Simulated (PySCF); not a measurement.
```yaml
atoms:
  - { symbol: C, position_ang: [1.5913, -1.0650, -1.3286] }
  - { symbol: C, position_ang: [0.7071, -0.8433, -0.3658] }
  - { symbol: O, position_ang: [0.0132, -1.8841, 0.1981] }
  - { symbol: Si, position_ang: [-1.0446, -1.5244, 1.3914] }
  - { symbol: O, position_ang: [-0.9065, 0.1132, 1.4600] }
  - { symbol: Si, position_ang: [0.1753, 0.7953, 0.4423] }
  - { symbol: C, position_ang: [-0.6634, 2.0464, -0.6985] }
  - { symbol: Cl, position_ang: [1.6487, 1.6151, 1.5300] }
  - { symbol: H, position_ang: [1.7963, -2.0567, -1.6949] }
  - { symbol: H, position_ang: [2.1341, -0.2473, -1.7650] }
  - { symbol: H, position_ang: [-0.5646, -2.0556, 2.6517] }
  - { symbol: H, position_ang: [-2.3944, -1.8117, 0.9475] }
  - { symbol: H, position_ang: [0.0662, 2.5141, -1.3510] }
  - { symbol: H, position_ang: [-1.1410, 2.8315, -0.1199] }
  - { symbol: H, position_ang: [-1.4219, 1.5805, -1.3194] }
```

Geometry: GFN2-xTB.

All numbers below come from PySCF 2.14.0, wB97X-D/def2-SVPD, SCF density, gas phase.

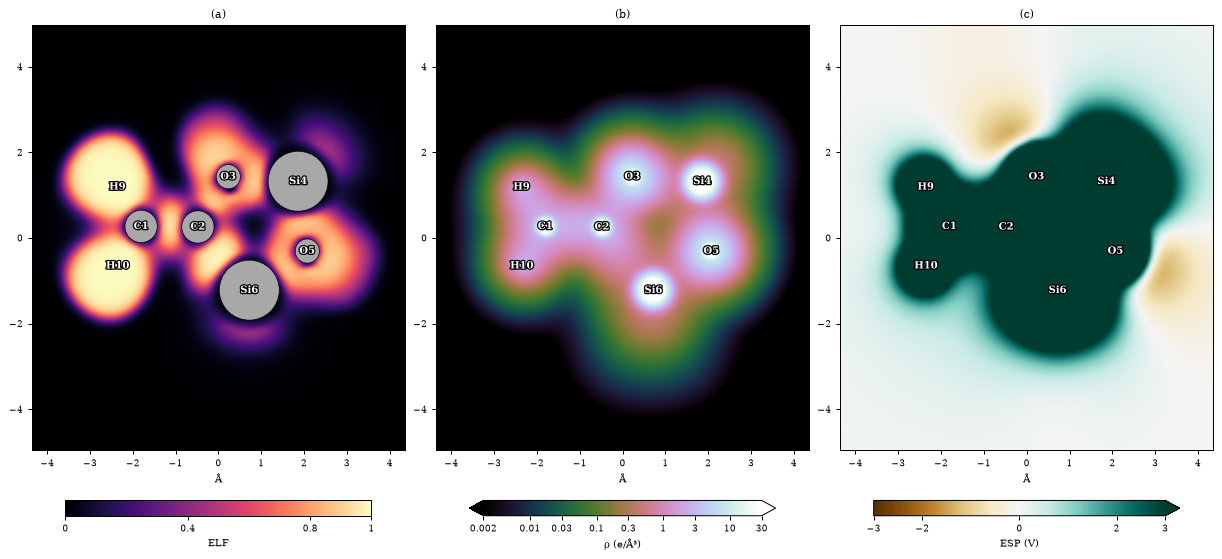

C3H7ClO2Si2. (a) electron localisation function; (b) electron density; (c) molecular electrostatic potential on the plane of atoms Si4, O5 and Si6. Grey discs cover the atomic cores in the ELF map.

Describe what can be read from this map.

Answer.
- The plane passes through C, O, Si and H nuclei.
- C–C (1.33 Å): the density is about 2.3 e/Å³ at the midpoint; the ELF peaks at about 0.95 between the atoms: a short, multiple covalent bond.
- C–O (1.37 Å): ρ is about 2.2 e/Å³ halfway, with its minimum of 1.8 e/Å³ about 0.5 Å from C; the ELF peaks at about 0.90 between the atoms (a polar covalent bond).
- Si–O (1.63 Å): ρ is about 1.1 e/Å³ halfway; the ELF peaks at about 0.85 between the atoms: a shared but strongly polarised pair.
- C–Si (1.90 Å): the density is about 0.97 e/Å³ at the midpoint; the ELF peaks at about 1 between the atoms; localised, covalent bonding.
- C–H (1.07 Å): ρ at the midpoint is about 2 e/Å³; the ELF climbs to about 1 towards the hydrogen, as it does in any bond to H (a covalent bond by its length).
- The ELF also peaks beside O5 and O3, away from the bonds: lone-pair regions.
- Outside the dense part of the molecule the potential is most negative (−1.4 V) near O3.
